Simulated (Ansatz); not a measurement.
# CS (SMILES [C-]#[S+]): B2PLYP/cc-pVTZ

Aim: the vertical singlet–triplet gap of CS at B2PLYP/cc-pVTZ, from 2 runs. 

Program for the calculation: Ansatz 0.2.0.

31 further runs of the same task are left out: 31 set aside as unsound or not needed.

## 1. The structure to begin with

CS: 2 atoms, total charge 0, spin state singlet. SMILES: `[C-]#[S+]`. The bond length is the measured one.

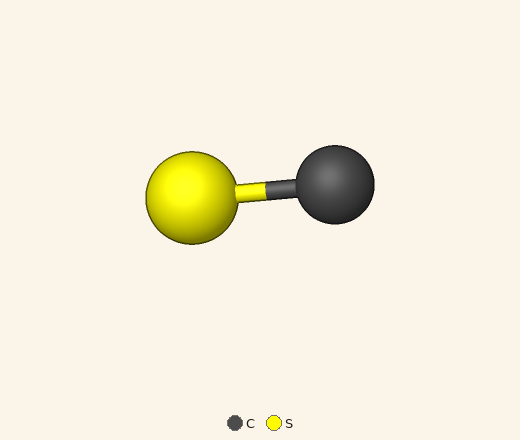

Viewed from a chosen angle; carbon dark grey, sulfur yellow.

## 2. A single-point energy at B2PLYP/cc-pVTZ

Input file molecule.yaml:

```yaml
crystal:
  periodic: [false, false, false]
  atoms:
    - symbol: C
      position_ang: [0.000000, 0.000000, 0.000000]
    - symbol: S
      position_ang: [0.000000, 0.000000, 1.534941]
basis:
  gaussian:
    orbitals: cc-pVTZ
correlation:
  frozen_orbitals: {C: 1, S: 5}
output: {orbitals: {seedname: orbitals}}
accuracy: high
hamiltonian:
  xc: {name: B2PLYP}
```

On the command line:

```sh
$ ansatz run molecule.yaml --threads 1 --pin off --max-ram 3480MiB --events-out events.jsonl --progress --plain --runs-dir runs
```

The log of the run:

```text
Warning: RAYON_NUM_THREADS=1 ignored (pool sized by the plan → 1); use --threads N
Functional definition: B2PLYP
  name "B2PLYP"
  parameter a = 0.53
  parameter c = 0.27
  exchange = (1 - a)*b88_x + a*exact_x
  correlation = (1 - c)*lyp_c + c*(mp2_os + mp2_ss)
891 factors; integrals over basis functions are off by at most 3.5e-9 eV
mean field evaluation 1: about -11862.7606 eV, gradient 1.9e1 eV
mean field evaluation 2: about -11862.7692 eV, gradient 1.9e1 eV
mean field evaluation 4: about -11863.7140 eV, gradient 2.0e0 eV
mean field evaluation 8: about -11863.7273 eV, gradient 5.6e-2 eV
mean field evaluation 16: about -11863.7273 eV, gradient 8.2e-7 eV
mean field -11863.72726653 eV, -435.9839355217 hartree, gradient 9.9e-8 eV, S^2 0.000000; 0 other end points of the search recorded, 0 dependent functions left out
6 core orbitals not correlated: weight in the atoms' cores, before any rotation towards them, 1.000 or more for the frozen orbitals, at most 0.000 for the correlated occupied ones
reference -11863.72728233 eV, -435.9839361024 hartree; 5, 5 occupied and 53, 53 virtual orbitals, 891 factors
second order -10.60443944 eV of doubles, -0.00000000 eV of singles
Total energy: -11866.59048098 eV, -436.0891567120 hartree
```

It took 2.2 s on 1 thread of Arm Neoverse V1, shared host; peak memory 0.12 GiB.

## 3. The triplet

Input file input.yaml:

```yaml
crystal:
  periodic: [false, false, false]
  atoms:
    - symbol: C
      position_ang: [0.000000, 0.000000, 0.000000]
    - symbol: S
      position_ang: [0.000000, 0.000000, 1.534941]
basis:
  gaussian:
    orbitals: cc-pVTZ
accuracy: high
magnetization:
  spin_polarized: true
  initial_magnetization: 2
output: {orbitals: {seedname: orbitals}}
hamiltonian:
  xc: {name: B2PLYP}
correlation:
  frozen_orbitals: {C: 1, S: 5}
```

On the command line:

```sh
$ ansatz run input.yaml --threads 1 --pin off --max-ram 3480MiB --events-out events.jsonl --progress --plain --runs-dir runs
```

The log of the run, cut to the lines that bear on the results:

```text
Warning: RAYON_NUM_THREADS=1 ignored (pool sized by the plan → 1); use --threads N
[... 2 set-up lines as earlier in the session ...]
[...]
891 factors; integrals over basis functions are off by at most 3.5e-9 eV
[...]
mean field -11860.65965877 eV, -435.8712030160 hartree, gradient 6.0e-8 eV, S^2 2.067267; 0 other end points of the search recorded, 0 dependent functions left out
6 core orbitals not correlated: weight in the atoms' cores, before any rotation towards them, 1.000 or more for the frozen orbitals, at most 0.000 for the correlated occupied ones
reference -11860.65967512 eV, -435.8712036168 hartree; 6, 4 occupied and 52, 54 virtual orbitals, 891 factors
second order -9.12913047 eV of doubles, -0.00000000 eV of singles
Total energy: -11863.12454035 eV, -435.9617857431 hartree
```

It took 4.5 s on 1 thread of Arm Neoverse V1, shared host; peak memory 0.15 GiB.

## 4. Results

At B2PLYP/cc-pVTZ, 6 core orbitals frozen:

```
                                                         quantity          value
                                            singlet: total energy  -436.08916 Eh
                       singlet: HOMO energy (SCF part's orbitals)      -10.32 eV
                       singlet: LUMO energy (SCF part's orbitals)       -0.77 eV
                     singlet: HOMO–LUMO gap (SCF part's orbitals)        9.55 eV
                                            triplet: total energy  -435.96179 Eh
triplet: HOMO energy (SCF part's orbitals) (highest over α and β)       -6.55 eV
 triplet: LUMO energy (SCF part's orbitals) (lowest over α and β)       -3.43 eV
                                                    triplet: ⟨S²⟩          2.067
                 vertical energy of the triplet above the singlet       3.466 eV
```

In words: At this shape the triplet lies 3.47 eV (334 kJ/mol) above the singlet.
